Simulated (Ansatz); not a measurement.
**TiB2: response to strain**

TiB2 is deformed so: zz strain of +1 %. What stress and forces result, by LAPW, PAW and all-electron datasets made for the crystal?

Computed with Ansatz 0.2.0 (DFT PBEsol, scalar-relativistic, unless a step's input says otherwise).

**1. The starting structure**

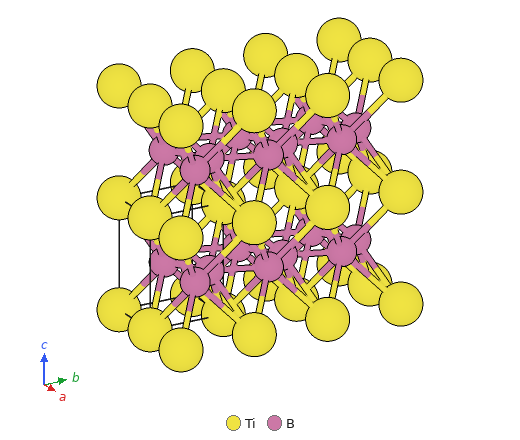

Start, viewed slightly off an axis; titanium yellow, boron pink. 2×3×2 cells are drawn. Atoms on the faces are drawn again on the opposite ones.

Coordinates:

```cif
data_structure
_symmetry_space_group_name_H-M 'P 1'
_symmetry_Int_Tables_number 1
_cell_length_a 3.0292
_cell_length_b 3.0292
_cell_length_c 3.2284
_cell_angle_alpha 90.000
_cell_angle_beta 90.000
_cell_angle_gamma 120.000
_cell_volume 25.66
loop_
_atom_site_label
_atom_site_type_symbol
_atom_site_fract_x
_atom_site_fract_y
_atom_site_fract_z
_atom_site_occupancy
Ti1 Ti 0.00000 0.00000 0.00000 1
B1 B 0.33333 0.66667 0.50000 1
B2 B 0.66667 0.33333 0.50000 1
```

Atoms are numbered in the order of the input: Ti1, B2, B3.

**2. After the deformation**

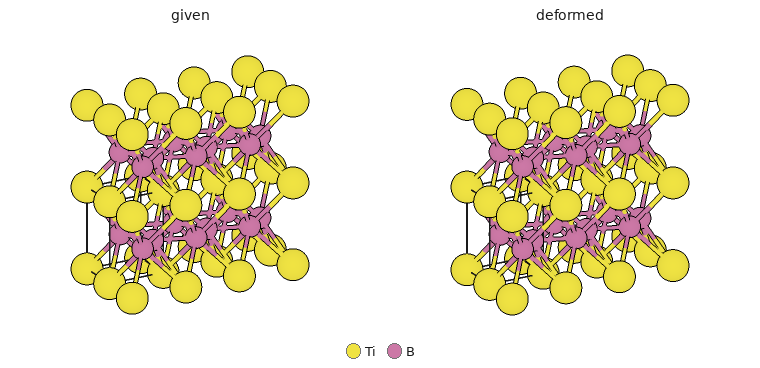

Given and deformed, at one scale.

Space group P6/mmm before, P6/mmm after.

**3. All-electron LAPW**

Contents of input.yaml:

```yaml
crystal:
  lattice:
    - [3.0291982016, 0.0, 0.0]
    - [-1.5145991008, 2.6233625957, 0.0]
    - [0.0, 0.0, 3.260684]
  atoms:
    - { symbol: Ti, position: [0.0, 0.0, 0.0] }
    - { symbol: B, position: [0.3333333333, 0.6666666667, 0.5] }
    - { symbol: B, position: [0.6666666667, 0.3333333333, 0.5] }
kpoints:
  mp_grid: { grid: [15, 15, 13] }
  band_path:
    path:
      - [0.0, 0.0, 0.0]
      - [0.5, 0.0, 0.0]
      - [0.3333333333, 0.3333333333, 0.0]
      - [0.0, 0.0, 0.0]
      - [0.0, 0.0, 0.5]
      - [0.5, 0.0, 0.5]
      - [0.3333333333, 0.3333333333, 0.5]
      - [0.0, 0.0, 0.5]
      - [0.5, 0.0, 0.5]
    npoints: 5
scf:
  occupations: { method: fermi_dirac, width: 0.08 }
hamiltonian:
  xc: pbesol
  pseudopotentials: { kind: all_electron, lapw: { basis_error: 0.001 } }
output:
  forces: true
  stress: true
  eigenvalues: true
```

Launch:

```bash
$ ansatz run input.yaml --threads 1 --pin off --max-ram 6144MiB --backend cpu --events-out ev --progress --plain --runs-dir out
```

Standard output, shortened:

```text
LAPW: plane waves up to 9.026 Å⁻¹, error target 1.0e-3 eV per atom; small_component_spin mean_spin; B in spheres of 0.874 Å, 5 of its electrons in bands, Dirac shells []; Ti in spheres of 1.240 Å, 18 of its electrons in bands, Dirac shells []
[...]
Pseudopotentials: kind: all_electron
Pseudopotential: Ti, LAPW, valence charge 18, Koelling and Harmon's equation, gaussian nucleus
Pseudopotential: B, LAPW, valence charge 5, Koelling and Harmon's equation, gaussian nucleus
Functional definition: PBEsol
[...]
Crystal: 3 atoms, lattice volume = 25.912 Å³
Basis set: ecut = 310.37859027090224 eV, 327 PW (Γ), exchange–correlation at level 2
Bands: 18, of which v1, the nominal top of the filled ones, is band 14 counted from 1 (13 counted from 0)
Symmetry: 24 space group operations
Space group: P6/mmm (ITA 191), of the structure as read, at distance tolerance 3.0e-5 Å
k-points: 189 of 2925
[...]
SCF iter   1: F=—  HF=-24558.636382 eV  |F-HF|=—  |Δ(HF+E_count)|=         —  Δρ=9.84e-2  dr2=4.44e0  ethr=1.59e-2  ⟨swp⟩=2.0  Hψ=22260  notcnv=0
[...]
the basis was enlarged: its passes take 54.8 KiB over the memory plan, 1 of 1 planned eigensolver slots
[...]
SCF iter   7: F=-24556.840908 eV  HF=-24556.840908 eV  |F-HF|=1.44e-8  |Δ(HF+E_count)|=   6.61e-8  Δρ=5.64e-6  dr2=9.62e-9  ethr=3.38e-10  ⟨swp⟩=2.9  Hψ=10154  notcnv=0
[...]
NSCF: frozen V_eff on 41 k-points
SCF converged after 7 iterations
Free energy (F): -24556.840908 eV
[...]
E sigma→0 (E₀):  -24556.836898 eV
Entropy (-TS):   -0.008019 eV (-2.673 meV/atom)
Fermi energy:    15.380216 eV
[...]
--- Forces (eV/Å), atoms counted from 1 ---
  atom   1  Ti     0.00000000    -0.00000000     0.00000000
  atom   2  B      0.00000000    -0.00000000     0.00000000
  atom   3  B      0.00000000     0.00000000     0.00000000
[...]
--- Stress (GPa, compression-positive) ---
       -5.136391       0.000000       0.000000
       -0.000000      -5.136391       0.000000
        0.000000       0.000000     -11.290093
  P = ⅓ Tr σ = -7.1876 GPa (-71.876 kbar)
--- Band table (eV; the first three rows and the last of 189) ---
  k-point 0: bands = ["-422.8007", "-422.7606", "-422.7606", "-156.5000", "-156.4826", "-41.3416", "-17.8145", "-17.4865", "-17.4865", "1.9301", "12.8543", "12.8543", "12.9500", "13.2128", "17.2363", "17.2363", "18.9435", "18.9435"]
[...]
```

Run time: 21 s. Hardware: 1 thread of Arm Neoverse V2, shared host; peak memory 0.5 GiB.

This run gives: pressure -7.19 GPa; no gap.

**4. PAW with frozen cores**

Contents of input.yaml:

```yaml
crystal:
  lattice:
    - [3.0291982016, 0.0, 0.0]
    - [-1.5145991008, 2.6233625957, 0.0]
    - [0.0, 0.0, 3.260684]
  atoms:
    - { symbol: Ti, position: [0.0, 0.0, 0.0] }
    - { symbol: B, position: [0.3333333333, 0.6666666667, 0.5] }
    - { symbol: B, position: [0.6666666667, 0.3333333333, 0.5] }
kpoints:
  mp_grid: { grid: [15, 15, 13] }
scf:
  occupations: { method: fermi_dirac, width: 0.08 }
hamiltonian:
  xc: pbesol
  pseudopotentials: { kind: paw }
output:
  forces: true
  stress: true
  eigenvalues: true
  efg: { contact_densities: true }
```

Launch:

```bash
$ ansatz run input.yaml --threads 1 --pin off --max-ram 6144MiB --backend cpu --events-out ev --progress --plain --runs-dir out
```

Standard output, shortened:

```text
[...]
Pseudopotentials: kind: paw
Pseudopotential: Ti, paw, valence charge 12, recommended cutoff 420 eV (normal)
Pseudopotential: B, paw, valence charge 3, recommended cutoff 420 eV (normal)
[... 1 set-up line as earlier in the session ...]
[...]
Crystal: 3 atoms, lattice volume = 25.912 Å³
Basis set: ecut = 420 eV, 515 PW (Γ), exchange–correlation on 48×48×48 points (8 copies of the dense FFT grid, shifted against one another)
Bands: 13, of which v1, the nominal top of the filled ones, is band 9 counted from 1 (8 counted from 0)
[... 2 set-up lines as earlier in the session ...]
k-points: 189 of 2925
[...]
SCF iter   1: F=—  HF=-2782.605289 eV  |F-HF|=—  |Δ(HF+E_count)|=         —  Δρ=6.34e-3  dr2=8.39e-3  ethr=1.77e-3  ⟨swp⟩=4.4  Hψ=11961  notcnv=0
[...]
--- Stress (GPa, compression-positive) ---
       -5.083911       0.000000       0.000000
        0.000000      -5.083911       0.000000
        0.000000       0.000000     -11.298765
  P = ⅓ Tr σ = -7.1555 GPa (-71.555 kbar)
--- PAW observables at the nuclei: V_zz in 10²¹ V/m², potentials from the cell's mean, atoms counted from 1 ---
  atom   1  Ti V_zz =    +2.200441   η = 0.0000   by run symmetry: allowed
            electrostatic potential = -2532.539467 V   contact ρ = 56636.472333 e/Å³
  atom   2  B  V_zz =    +0.349432   η = 0.0000   by run symmetry: allowed
            electrostatic potential = -331.219245 V   contact ρ = 481.492048 e/Å³
  atom   3  B  V_zz =    +0.349432   η = 0.0000   by run symmetry: allowed
            electrostatic potential = -331.219245 V   contact ρ = 481.492048 e/Å³
--- Band table (eV; the first three rows and the last of 189) ---
  k-point 0: bands = ["-41.7926", "-18.2651", "-17.9349", "-17.9349", "1.4773", "12.4036", "12.4036", "12.4983", "12.7611", "16.7843", "16.7843", "18.4924", "18.4924"]
[...]
```

Wall time 3.9 s (1 thread of Arm Neoverse V2, shared host); peak memory 0.37 GiB.

In short: pressure -7.16 GPa; no gap; Vzz Ti1 2.20 (η = 0.00), B2 0.35 (η = 0.00) (10²¹ V/m²).

**5. All-electron PAW on datasets made for the crystal**

Changes to input.yaml since step 4:

```diff
@@ -15,3 +15,3 @@
   xc: pbesol
-  pseudopotentials: { kind: paw }
+  pseudopotentials: { kind: all_electron, datasets: crystal }
 output:
```

Launch:

```bash
$ ansatz run input.yaml --threads 1 --pin off --max-ram 6144MiB --backend cpu --events-out ev --progress --plain --runs-dir out
```

Standard output:

```text
hamiltonian.pseudopotentials.datasets: crystal makes datasets for this crystal and solves the spheres of its atoms anew in each pass: cutoff 360.0 eV, the density's 1440.0 eV; for an error of 0.50 meV an atom under PBE, 1.5 meV for the cell; an energy difference from a run of another recipe may be off by several times the error for the cell, under r2SCAN by more, where some 0.1 meV an atom stays at smaller errors; B in spheres of 0.873 Å, 3 of its electrons in bands; Ti in spheres of 1.376 Å, 4 of its electrons in bands, 8 on its site; only band paths and densities of states list, in semicore columns, the levels of the semicore shells that are solved separately: 3s of Ti, 3p of Ti
Engine: ansatz 0.2.0
[... 1 set-up line as earlier in the session ...]
Pseudopotential: Ti, paw, valence charge 12, recommended cutoff 360 eV (normal), Koelling and Harmon's equation, gaussian nucleus
Pseudopotential: B, paw, valence charge 3, recommended cutoff 360 eV (normal), Koelling and Harmon's equation, gaussian nucleus
[... 1 set-up line as earlier in the session ...]
  exchange = pbesol_x
  correlation = pbesol_c
Crystal: 3 atoms, lattice volume = 25.912 Å³
Basis set: ecut = 360 eV, 395 PW (Γ), exchange–correlation on 40×40×48 points (8 copies of the dense FFT grid, shifted against one another)
Bands: 9, of which v1, the nominal top of the filled ones, is band 5 counted from 1 (4 counted from 0)
[... 2 set-up lines as earlier in the session ...]
k-points: 189 of 2925
Non-local potential: Ti, projectors of the file, l = 0: 1, l = 1: 1, l = 2: 2
Non-local potential: B, projectors of the file, l = 0: 1, l = 1: 1
PAW form: soft (Blöchl's): semilocal exchange-correlation on the pseudo side does not see the compensation charge
PAW one-centre angular grid: Ti, 590 points (default); XC on its mesh's 1951 points in the sphere
PAW one-centre angular grid: B, 110 points (default); XC on its mesh's 1931 points in the sphere
Initial density: superposition of atomic densities (neutral atoms: chi_scale 0, normalization atom)
Initial wavefunctions: pseudopotential atomic-orbital guess
Functional: x = pbesol(κ = 0.804, μ = 0.12345679012345678), c = pbesol(β = 0.046)
iter 1 solved again at ethr=5.84e-2 eV; its pass at ethr=1.00e-1 eV (dr2=5.84e0 eV) is discarded
SCF iter   1: F=—  HF=-24558.291273 eV  |F-HF|=—  |Δ(HF+E_count)|=         —  Δρ=1.25e-1  dr2=6.63e0  ethr=5.84e-2  ⟨swp⟩=2.0  Hψ=10728  notcnv=0
preconditioner: auto → none  [metal: Δε(μ)=0.123 eV  Ē_g=9.726 eV  σ=0.080 eV  W_gap=0.35  n_scr=2 (ndim 8)  ℏωp=23.1 eV  f_vac=0.000  D(μ)=0.34/eV (n_scr^D=0)  sad-step TF]
SCF iter   2: F=—  HF=-24556.957027 eV  |F-HF|=—  |Δ(HF+E_count)|=    1.33e0  Δρ=3.99e-2  dr2=6.75e-1  ethr=5.84e-2  ⟨swp⟩=3.2  Hψ=4006  notcnv=0  defer=9
SCF iter   3: F=—  HF=-24556.866106 eV  |F-HF|=—  |Δ(HF+E_count)|=   9.09e-2  Δρ=1.47e-2  dr2=7.40e-2  ethr=6.75e-3  ⟨swp⟩=3.8  Hψ=5069  notcnv=0  defer=8
SCF iter   4: F=—  HF=-24556.853462 eV  |F-HF|=—  |Δ(HF+E_count)|=   1.26e-2  Δρ=1.02e-2  dr2=5.31e-2  ethr=7.40e-4  ⟨swp⟩=3.8  Hψ=6343  notcnv=1
SCF iter   5: F=—  HF=-24556.840716 eV  |F-HF|=—  |Δ(HF+E_count)|=   1.27e-2  Δρ=3.58e-3  dr2=6.30e-3  ethr=5.31e-4  ⟨swp⟩=2.0  Hψ=3310  notcnv=0  defer=4
iter 6 solved again at ethr=4.61e-6 eV; its pass at ethr=6.30e-5 eV (dr2=4.61e-4 eV) is discarded
SCF iter   6: F=—  HF=-24556.841790 eV  |F-HF|=—  |Δ(HF+E_count)|=   1.07e-3  Δρ=9.64e-4  dr2=4.19e-4  ethr=4.61e-6  ⟨swp⟩=2.1  Hψ=7285  notcnv=0
eigensolver tolerance schedule: the retry pair's looser diagonalisation over-reported the residual by 0.10 of it (diagonalisation noise at 0.11 of the residual, at the tolerance the schedule requests for it); recorded, not acted on — ethr = c·dr2/N_el stays at c = 1.0e-1
SCF iter   7: F=—  HF=-24556.841709 eV  |F-HF|=—  |Δ(HF+E_count)|=   8.08e-5  Δρ=9.25e-5  dr2=1.17e-6  ethr=4.19e-6  ⟨swp⟩=3.0  Hψ=2969  notcnv=0
SCF iter   8: F=—  HF=-24556.841718 eV  |F-HF|=—  |Δ(HF+E_count)|=   8.90e-6  Δρ=7.67e-5  dr2=2.10e-6  ethr=1.17e-8  ⟨swp⟩=4.0  Hψ=4304  notcnv=0
SCF iter   9: F=—  HF=-24556.841718 eV  |F-HF|=—  |Δ(HF+E_count)|=   4.85e-7  Δρ=2.09e-5  dr2=1.48e-7  ethr=1.17e-8  ⟨swp⟩=3.0  Hψ=2994  notcnv=0  defer=1
SCF iter  10: F=-24556.841718 eV  HF=-24556.841718 eV  |F-HF|=1.31e-9  |Δ(HF+E_count)|=   3.14e-8  Δρ=3.14e-6  dr2=2.09e-9  ethr=1.48e-9  ⟨swp⟩=3.3  Hψ=3139  notcnv=0
SCF 1 converged in 10 iterations: F = -24556.841727 eV  dr2 = 2.09e-9
  Residual-converged pass: ⟨swp⟩=4.0  Hψ=4070  notcnv=0  max |occ|·‖R‖ = 6.4e-6 eV (tolerance 6.5e-6 eV)  dr2=2.34e-9  dr2_onsite=1.69e-9  max |Δocc| = 1.3e-9
SCF converged after 10 iterations
Free energy (F): -24556.841727 eV
Harris-Foulkes:  -24556.841727 eV  (|F-HF|=1.31e-9)
Internal energy: -24556.833708 eV  (E = F + TS)
E sigma→0 (E₀):  -24556.837718 eV
Entropy (-TS):   -0.008019 eV (-2.673 meV/atom)
Past the cutoff: the bands carry plane waves up to 1.75 times it, of which those up to 1.5 times it add -0.000519 eV an atom, each by itself; the spheres take 0.000119 eV an atom off the energy for waves past 1.75 times it
By the cutoff:   a pressure is off by up to 0.007 GPa (1.2 times the spheres' own share and the shells' term, over an atom's volume, and 0.004 GPa: a bound that held against runs at twice the plane waves)
Past the cutoffs: a stress includes 0.0033 GPa for waves and charges beyond them, in addition to the slope of what the spheres take
In the spheres:  the bands' charges fall short by 5.1e-7 e at most (sound up to 1e-3), those of shells solved beside the bands by 5.6e-7 e (sound up to 5e-4)
Fermi energy:    15.380135 eV
--- Per-component energies (eV) ---
  The terms above E_closure are by the made datasets' own strengths, without shells solved beside the bands.
--- Forces (eV/Å), atoms counted from 1 ---
  atom   1  Ti    -0.00000000     0.00000000     0.00000000
  atom   2  B     -0.00000000    -0.00000000     0.00000000
  atom   3  B      0.00000000     0.00000000     0.00000000
  max |Σ_I F_I| component: 1.85e-17 eV/Å
--- Stress (GPa, compression-positive) ---
       -5.134373       0.000000       0.000000
       -0.000000      -5.134373       0.000000
        0.000000       0.000000     -11.284689
  P = ⅓ Tr σ = -7.1845 GPa (-71.845 kbar)
  It holds what live shells' own plane waves past their cutoff add
--- PAW observables at the nuclei: V_zz in 10²¹ V/m², potentials from the cell's mean, atoms counted from 1 ---
  atom   1  Ti V_zz =    +2.289830   η = 0.0000   by run symmetry: allowed
            electrostatic potential = -2531.068001 V   contact ρ = 56683.451109 e/Å³
  atom   2  B  V_zz =    +0.377985   η = 0.0000   by run symmetry: allowed
            electrostatic potential = -330.459271 V   contact ρ = 481.515503 e/Å³
  atom   3  B  V_zz =    +0.377985   η = 0.0000   by run symmetry: allowed
            electrostatic potential = -330.459271 V   contact ρ = 481.515503 e/Å³
--- Band table (eV; the first three rows and the last of 189) ---
  k-point 0: bands = ["1.9302", "12.8541", "12.8541", "12.9500", "13.2129", "17.2362", "17.2362", "18.9432", "18.9432"]
  k-point 1: bands = ["2.0074", "12.0973", "12.9151", "12.9151", "13.9843", "17.0441", "17.0441", "18.8095", "18.8095"]
  k-point 2: bands = ["2.2321", "11.0794", "13.0965", "13.0965", "14.7814", "16.6068", "16.6068", "18.4325", "18.4325"]
  k-point 188: bands = ["6.8789", "6.8789", "9.6072", "12.2502", "12.2502", "17.8056", "19.4212", "19.4212", "19.9507"]
  guard bands above this table: 0 of the run's 9 bands, where the rule asks 2: the bands that hold charge and the lowest empty level above them stay in the table. A level can be missing at the table's top as with no guard band: raise scf.n_extra_bands
```

Wall time 14 s (1 thread of Arm Neoverse V2, shared host); peak memory 0.6 GiB.

This run gives: pressure -7.18 GPa; no gap; Vzz Ti1 2.29 (η = 0.00), B2 0.38 (η = 0.00) (10²¹ V/m²).

**6. Side by side**

Stress (GPa, compression positive):

```csv
method,xx,yy,zz,yz,xz,xy
LAPW,-5.14,-5.14,-11.29,0.00,0.00,0.00
PAW,-5.08,-5.08,-11.30,0.00,0.00,0.00
crystal datasets,-5.13,-5.13,-11.28,0.00,0.00,0.00
```

| method | pressure (GPa) | Vzz Ti1 (10²¹ V/m²) | Vzz B2 (10²¹ V/m²) | SCF cycles, all passes |
| --- | --- | --- | --- | --- |
| LAPW | -7.19 | – | – | 7 |
| PAW | -7.16 | 2.20 | 0.35 | 6 |
| crystal datasets | -7.18 | 2.29 | 0.38 | 10 |

**7. Outcome**

```
                                 quantity                                              value
                                 pressure  LAPW -7.19, PAW -7.16, crystal datasets -7.18 GPa
largest shear or deviatoric stress (LAPW)                                           4.10 GPa
```

In words: The largest part of the stress beyond the pressure is 4.10 GPa in size, in the zz component; the atoms are carried along and not relaxed. No run of the undeformed cell stands beside it, so the pressure holds what the given cell had before the change. PAW: stress within 0.05 GPa of LAPW. Crystal datasets: stress within 0.01 GPa of LAPW.
